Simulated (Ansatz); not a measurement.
## Run report: CH7FSn, single-point calculation

- system: CH7FSn
- method: RKS PBE0-D4/def2-TZVPP (Ansatz 0.2.0)

The geometry is the product side of a reaction. The reaction was set up to form Sn1–F7 and C2–H6 and to break Sn1–C2 and H6–F7 (atoms counted from 1 in the order of the input); sticks are drawn by distance alone. The geometry comes from this level: PBE0-D4/def2-TZVP.

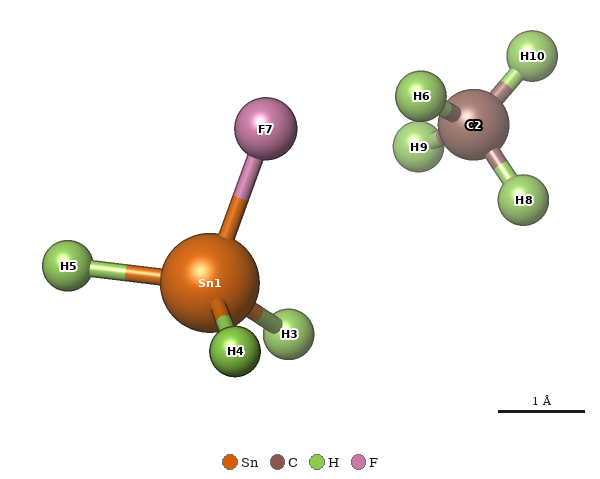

*The structure (ball-and-stick view, seen at a tilt; atoms are numbered from 1 in the order of the input). Sticks mark near contacts.*

Bond lengths as drawn: C–H 1.09 Å, F–Sn 1.93 Å and H–Sn 1.70 Å.

## Results in brief

| quantity | value |
| --- | --- |
| outcome | converged |
| total energy | −9697.6213 eV |
| mean-field energy | −9697.5205 eV |
| dispersion energy | −0.1008 eV |
| SCF solution under orbital rotations | stable |
| HOMO | −9.39 eV |
| LUMO | −0.84 eV |
| hardware | 4 threads of Arm Neoverse V2, 23 GiB of memory available, shared host |
| wall time | 1.3 s (CPU time 4.7 s) |
| peak memory | 0.44 GiB |

## Input file
```yaml
crystal:
  periodic: [false, false, false]
  atoms:
    - {symbol: Sn, position_ang: [-0.990162, 1.918183, 0.015882]}
    - {symbol: C, position_ang: [0.891756, -1.883643, -0.089441]}
    - {symbol: H, position_ang: [-1.321810, 0.549712, -0.935692]}
    - {symbol: H, position_ang: [-2.228229, 2.309013, 1.114110]}
    - {symbol: H, position_ang: [-0.413814, 3.249663, -0.871050]}
    - {symbol: H, position_ang: [1.057293, -0.980108, 0.496889]}
    - {symbol: F, position_ang: [0.496421, 1.401211, 1.129679]}
    - {symbol: H, position_ang: [-0.117688, -2.255932, 0.087238]}
    - {symbol: H, position_ang: [1.013668, -1.660565, -1.149711]}
    - {symbol: H, position_ang: [1.612464, -2.647434, 0.202096]}
basis:
  gaussian: {orbitals: def2-TZVPP}
hamiltonian: {xc: pbe0, dispersion: d4}
output: {orbitals: {seedname: orbitals}}
```

Run as:
```bash
ansatz run in.yaml --threads 4 --pin off --events-out ev --progress --plain --max-ram 9574MiB
```

## Log
```
Functional definition: PBE0
  name "PBE0"
  cite "Adamo & Barone, J. Chem. Phys. 110, 6158 (1999) doi:10.1063/1.478522"
  cite "Perdew, Burke & Ernzerhof, Phys. Rev. Lett. 77, 3865 (1996) doi:10.1103/PhysRevLett.77.3865"
  parent pbe
  parameter a = 0.25
  parameter kappa = 0.804
  parameter beta = 0.06672455060314922
  exchange = (1 - a)*pbe_x(kappa = kappa, mu = beta*pi^2/3) + a*exact_x
  correlation = pbe_c(beta = beta)
1210 factors; their error is unknown
mean field evaluation 1: about -9690.8068 eV, gradient 5.9e1 eV
mean field evaluation 2: about -9683.9638 eV, gradient 8.8e1 eV
mean field evaluation 4: about -9697.4293 eV, gradient 2.3e0 eV
mean field evaluation 8: about -9697.5204 eV, gradient 3.8e-2 eV
mean field -9697.52043590 eV, -356.3773028038 hartree, gradient 8.1e-5 eV, S^2 0.000000; 0 other end points of the search recorded, 0 dependent functions left out
reference -9697.52047394 eV, -356.3773042018 hartree; 22, 22 occupied and 188, 188 virtual orbitals, 1210 factors
Total energy: -9697.62126765 eV, -356.3810083024 hartree
```

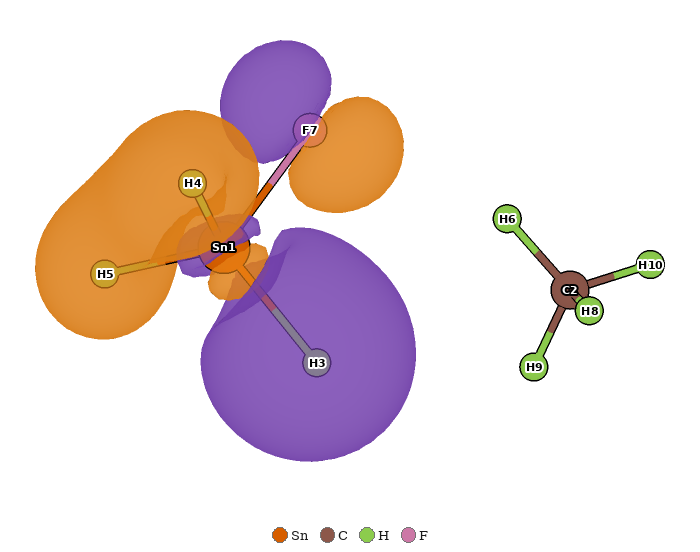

*The HOMO at ±0.1 Å⁻³ᐟ² (orange and purple are the two phases), seen at a tilt.*

By Hirshfeld shares it lies mainly on Sn1 (35 %), H3 (30 %) and F7 (20 %). Its energy is −9.39 eV.

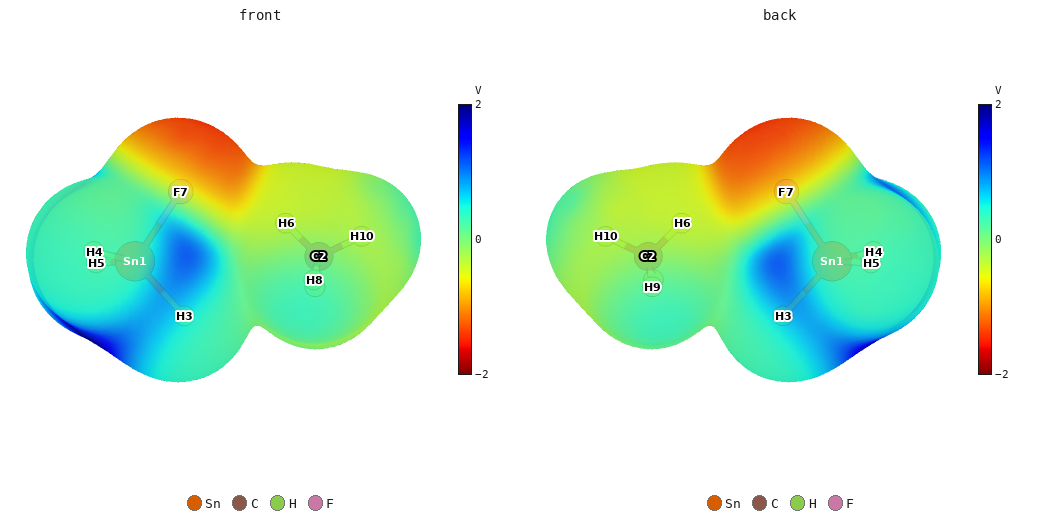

*The molecular electrostatic potential painted on the density surface at 0.001 e/bohr³, seen face on and from behind; red is negative and blue positive.*

A positive charge is drawn to the negative regions and a negative charge to the positive ones.

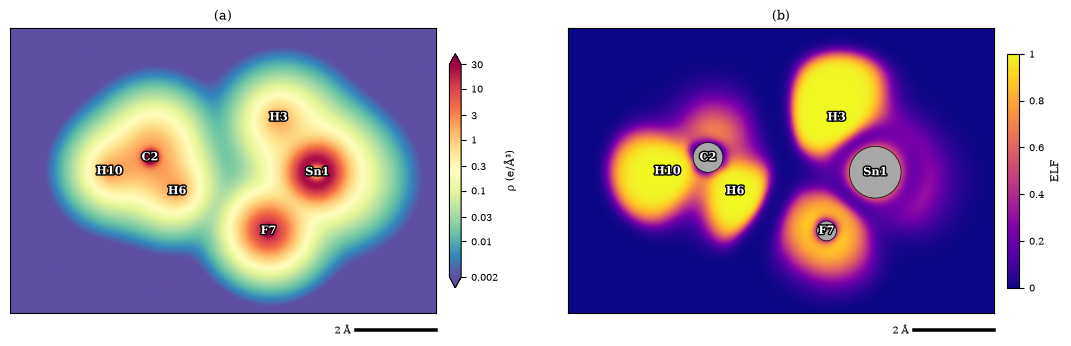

*(a) electron density; (b) electron localisation function on the plane of atoms H3, Sn1 and F7. Grey discs, where drawn, cover atomic cores.*

Sn–F (1.93 Å): ρ at the midpoint is about 0.82 e/Å³; the ELF peaks at about 0.80 in the valence shell of F, 0.5 Å from its nucleus, and drops to about 0.15 between the two atoms. Sn–H (1.70 Å): ρ is about 1.2 e/Å³ halfway, with its minimum of 0.79 e/Å³ about 1.1 Å from Sn; the ELF climbs to about 1 towards the hydrogen.

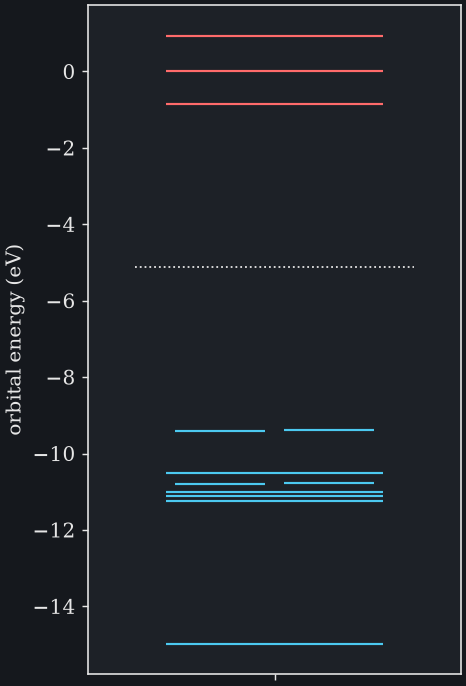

*Orbital energies near the frontier; the dotted line parts filled from empty levels, and levels within 0.02 eV of each other stand side by side.*

Highest filled −9.39 eV, lowest empty −0.84 eV, 8.55 eV apart.
